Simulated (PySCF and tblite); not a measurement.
# NMR shielding calculation, with input and output: C$_{2}$H$_{11}$NSi$_{3}$

C$_{2}$H$_{11}$NSi$_{3}$, computed with Relaxed scan: GFN2-xTB geometries with one coordinate held, DFT energies, GIAO shieldings and spin-spin couplings (PySCF and tblite 2.14.0 and 0.8.0).

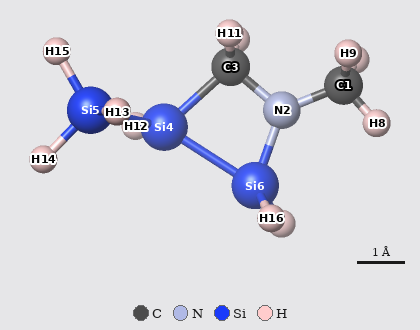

*The structure (ball-and-stick view, seen at a tilt; atoms are numbered from 1 in the order of the input).*

Bond lengths as drawn: C–H 1.09 to 1.10 Å, C–N 1.43 to 1.45 Å, C–Si 1.93 Å, H–Si 1.47 to 1.48 Å, N–Si 1.72 Å and Si–Si 2.31 to 2.33 Å.

**Input file**
```
{"job": {"smiles": "CN1C[SiH]([SiH3])[SiH2]1", "charge": 0, "mult": 1, "motion": "pyramidal angle", "what": "nitrogen in a small ring", "atoms": [1], "drives": [{"terms": [["t", [5, 0, 2, 1], 0.3333333333333333], ["t", [0, 2, 5, 1], 0.3333333333333333], ["t", [2, 5, 0, 1], 0.3333333333333333]], "values": [-1.3, -1, -0.7, -0.35, 0, 0.35, 0.7, 1, 1.3], "scaled": true}], "study": "scan", "seed": 831, "jobs": [{"kind": "nmr", "xc": "PBE0", "basis": "pcSseg-1", "every": 1}], "xc": "PBE0", "basis": "pcSseg-1", "kind": "scan"}, "charge": 0, "multiplicity": 1}
C     -2.615809     0.224606    -0.070358
N     -1.247783    -0.189599    -0.011802
C     -0.283191     0.728227     0.566670
Si     1.283424    -0.380619     0.342284
Si     2.945275     0.627518    -0.908563
Si    -0.490663    -1.663844    -0.467298
H     -3.013251     0.427930     0.932488
H     -3.213242    -0.561267    -0.527839
H     -2.724541     1.139543    -0.666732
H     -0.544149     0.970344     1.604029
H     -0.270705     1.676830     0.014248
H      1.775400    -0.741459     1.691638
H      2.501334     0.990086    -2.257603
H      4.069719    -0.298052    -1.072277
H      3.509015     1.851242    -0.328833
H     -0.640738    -1.952312    -1.905525
H     -1.047092    -2.837143     0.231238
```

The first line tells a small driver script what to run in PySCF and tblite; the rest is the geometry in Å.

Run as:
```bash
OMP_NUM_THREADS=1 python <driver script> task.json out
```

**What the program printed**
```
coordinate    xTB      DFT (kcal/mol)
    -1.70    0.022    0.077
    -1.30    0.018    0.042
    -0.90    0.013    0.026
    -0.40    0.008    0.013
     0.00    0.005    0.016
     0.50    0.003    0.000
     1.00    0.000    0.019
     1.40    0.000    0.024
     1.80    0.000    0.004
```

**Key numbers**

| quantity | value |
| --- | --- |
| outcome | converged |
| hardware | 1 CPU thread, shared host |
| wall time | 5.3 min |
| peak memory | 0.84 GiB |
